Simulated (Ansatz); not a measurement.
# Fields on a plane of NbN (rock salt)

```yaml
crystal:
  lattice:
    - [0.00000, 2.21059, 2.21059]
    - [2.21059, 0.00000, 2.21059]
    - [2.21059, 2.21059, 0.00000]
  atoms:
    - { symbol: N, position: [0.00000, 0.00000, 0.00000] }
    - { symbol: Nb, position: [0.50000, 0.50000, 0.50000] }
```

The slice is a {100} plane (indices of the conventional cell) through the point (0.000, 0.000, 0.000) (fractional), spanned by u = [100] and v = [0 1 -1] in vectors of this cell: u (3.13 Å) and v (3.13 Å, at 90° to u). It covers one period; positions are fractions (u, v).

Atoms on it: N at (0.00, 0.00); Nb at (0.50, 0.50).

Level of theory: PBE (plane waves to 420 eV, PAW, scalar-relativistic; Ansatz, a program for electronic structure). k mesh 18×18×18. Inside the PAW spheres the values are not all-electron values, and peaks at nuclei hang on which shells count as valence. NbN is run without spin polarisation. NbN was relaxed with its symmetry unable to fall. The PAW data are Ansatz's earlier set. This is a high-temperature form of NbN.

```
|xxxxxxxx%@@@@%%%@@@@%xxxxxxx|
|xxxxxxxx%%%%#####%%%%xxxxxxx|
|xxxxxxxx##**++=++**##xxxxxxx|
|xxxxxxx*++=:.   .:=++*xxxxxx|
|xxxxxxx=-:         :-=xxxxxx|
|xxxxxx=:      x      :=xxxxx|
|xxxx*=:    xxxxxxx    :=*xxx|
|x%%#+-   xxxxxxxxxxx   -+#%%|
|@@%#+:  xxxxxxxxxxxxx  :+#%@|
|@@%*=   xxxxxxxxxxxxx   =*%@|
|@@%*:  xxxxxxxxxxxxxxx  :*%@|
|@@#+.  xxxxxxxxxxxxxxx  .+#@|
|@%#+   xxxxxxxxxxxxxxx   +#%|
|@%#=  xxxxxxxxxxxxxxxxx  =#%|
|@%#+   xxxxxxxxxxxxxxx   +#%|
|@@#+.  xxxxxxxxxxxxxxx  .+#@|
|@@%*:  xxxxxxxxxxxxxxx  :*%@|
|@@%*=   xxxxxxxxxxxxx   =*%@|
|@@%#+:  xxxxxxxxxxxxx  :+#%@|
|x%%#+-   xxxxxxxxxxx   -+#%%|
|xxxx*=:    xxxxxxx    :=*xxx|
|xxxxxx=:      x      :=xxxxx|
|xxxxxxx=-:         :-=xxxxxx|
|xxxxxxx*++=:.   .:=++*xxxxxx|
|xxxxxxxx##**++=++**##xxxxxxx|
|xxxxxxxx%%%%#####%%%%xxxxxxx|
|xxxxxxxx%@@@@%%%@@@@%xxxxxxx|
|xxxxxxxxx@@@@@@@@@@@xxxxxxxx|
```
Scale: ten equal steps from 3.00 (start of ' ') to 11.37 (end of '@'), in the order ' .:-=+*#%@'. Values: electrostatic potential energy of an electron, from the cell's mean, in eV. The map has 28 points along u (one character each, u = 0 at the left) and 28 along v (v = 0 in the bottom row). Points within 0.9 Å of a nucleus are blanked (x), as the pseudised field means little there. Values under 3 eV are set to 3. The zero, the cell's mean, hangs on the PAW cores.

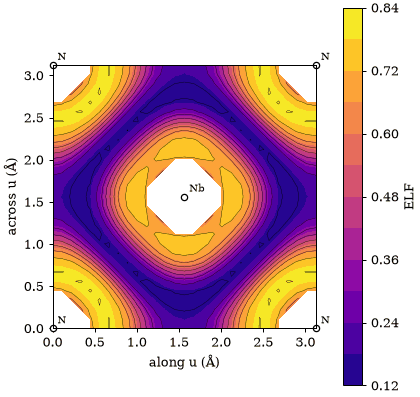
Electron localisation function (ELF), one period of the plane, atoms marked. Points within 0.4 Å of a nucleus are left white, as the pseudised field means little there.

* **Density on the N–Nb line (2.21 Å) at its density minimum, 1.0 Å from N**: 0.53 e/Å³
* **ELF at that point**: 0.2
